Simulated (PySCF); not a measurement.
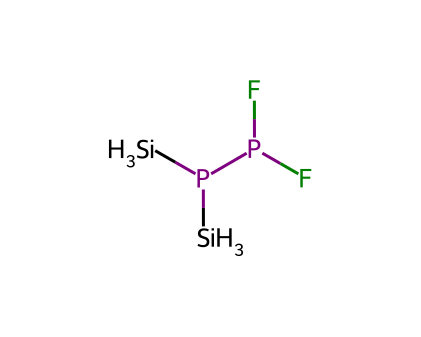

Skeletal drawing of a molecule.

Write the SMILES.

FP(F)P([SiH3])[SiH3]

What is the molecular formula?

F2H6P2Si2.

An optimisation with PBE0-D3(BJ)/def2-SVP gave a structure of which point group?

C1. Other conformers may differ.

More results for the same structure follow; atom numbers are the same in all pictures, views and colours differ. The geometry was computed by an optimisation with PBE0-D3(BJ)/def2-SVP. No frequency run is at hand to confirm it as a minimum.

### Dipole moment

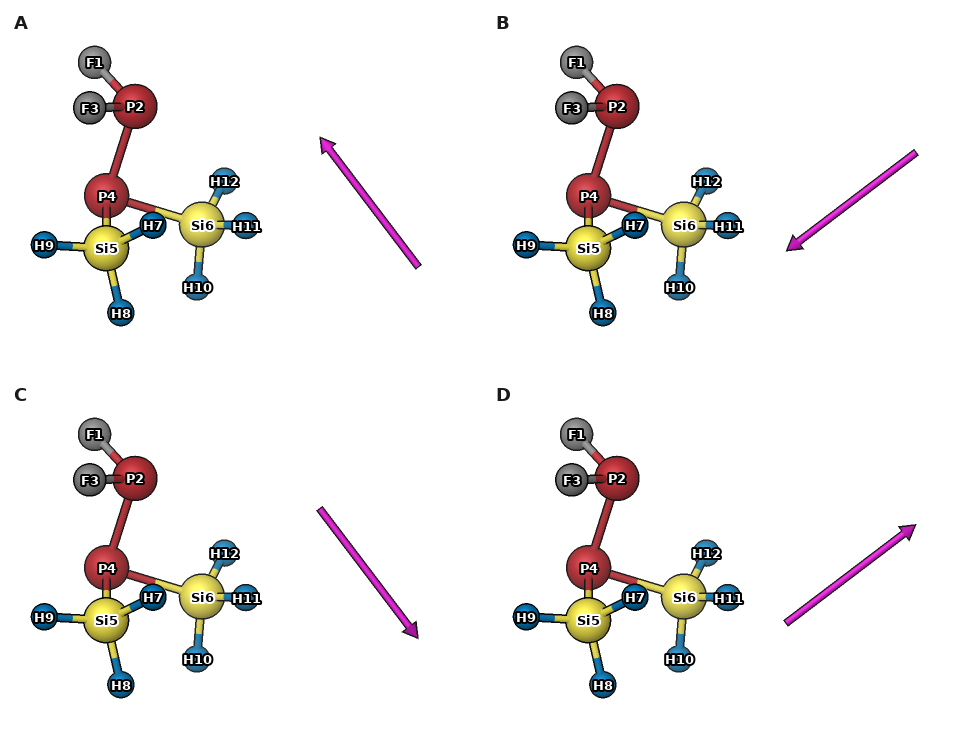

The same molecule four times, each with an arrow. No frequency run is at hand to confirm it as a minimum. Level of theory: PBE0/aug-cc-pVDZ, gas phase (PySCF 2.14.0).

Which arrow points along the dipole moment, from the negative to the positive end?

C. The dipole moment is 2.02 D; it points from the side of F1 to the side of H10 (the outermost atoms at the two ends).

### Bond orders

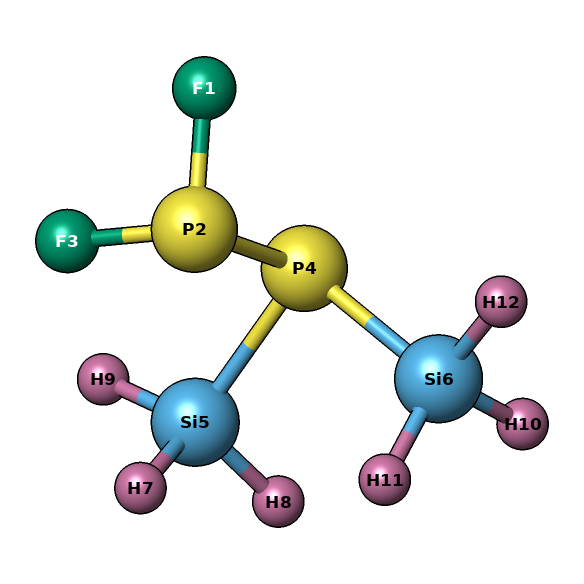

Every bond is drawn as one stick. No frequency run is at hand to confirm it as a minimum. Level of theory: PBE0/cc-pVDZ (PySCF 2.14.0).

List the Mayer bond orders of F1–P2, P2–F3, P2–P4, P4–Si5, P4–Si6, Si5–H7, Si5–H8, Si5–H9, Si6–H10, Si6–H11, Si6–H12.

```json
{"bond": "F1–P2", "Mayer order": "1.03", "length (Å)": "1.611"}
{"bond": "P2–F3", "Mayer order": "0.98", "length (Å)": "1.622"}
{"bond": "P2–P4", "Mayer order": "1.00", "length (Å)": "2.239"}
{"bond": "P4–Si5", "Mayer order": "0.96", "length (Å)": "2.269"}
{"bond": "P4–Si6", "Mayer order": "0.97", "length (Å)": "2.270"}
{"bond": "Si5–H7", "Mayer order": "0.94", "length (Å)": "1.494"}
{"bond": "Si5–H8", "Mayer order": "0.94", "length (Å)": "1.494"}
{"bond": "Si5–H9", "Mayer order": "0.95", "length (Å)": "1.488"}
{"bond": "Si6–H10", "Mayer order": "0.95", "length (Å)": "1.491"}
{"bond": "Si6–H11", "Mayer order": "0.93", "length (Å)": "1.496"}
{"bond": "Si6–H12", "Mayer order": "0.95", "length (Å)": "1.493"}
```

### Charges

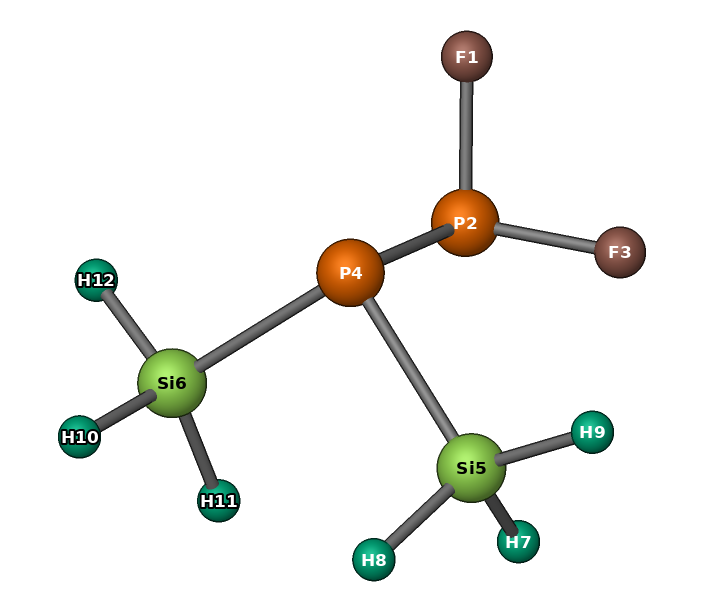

The questions are on Hirshfeld charges. No frequency run is at hand to confirm it as a minimum. Method: PBE0/pcSseg-0, gas phase (PySCF 2.14.0).

Which atom carries the highest charge (most positive or least negative)?

P2 (0.34 e).

And the lowest?

F1, F3 (−0.17 e).

Give the Hirshfeld charges atom by atom.

| atom | value (e) |
| --- | --- |
| F1 | −0.17 |
| P2 | 0.34 |
| F3 | −0.17 |
| P4 | −0.10 |
| Si5 | 0.24 |
| Si6 | 0.23 |
| H7 | −0.07 |
| H8 | −0.06 |
| H9 | −0.05 |
| H10 | −0.06 |
| H11 | −0.07 |
| H12 | −0.06 |
